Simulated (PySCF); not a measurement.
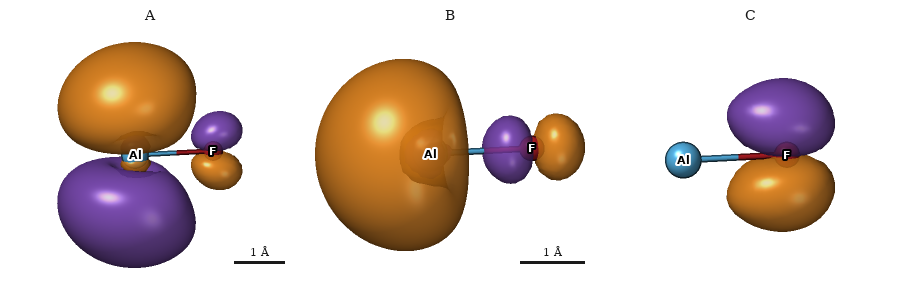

Figure 1: AlF (charge +1, doublet). Three frontier α-spin orbitals, each drawn at the value that holds 80 % of its norm (orange and purple are the two phases), in no order; of a degenerate pair one member is drawn.

Level of theory: PBE0/pcseg-1, non-relativistic, at a bond length of 1.637 Å in PySCF.

**Name the orbitals and rank them from lowest to highest energy.**

Orbital C: π, occupied in this spin, −18.58 eV; mainly on F (90 %).
Orbital B: σ, occupied in this spin, −15.90 eV; mainly on Al (90 %).
Orbital A: π, empty in this spin, −8.67 eV; mainly on Al (95 %).
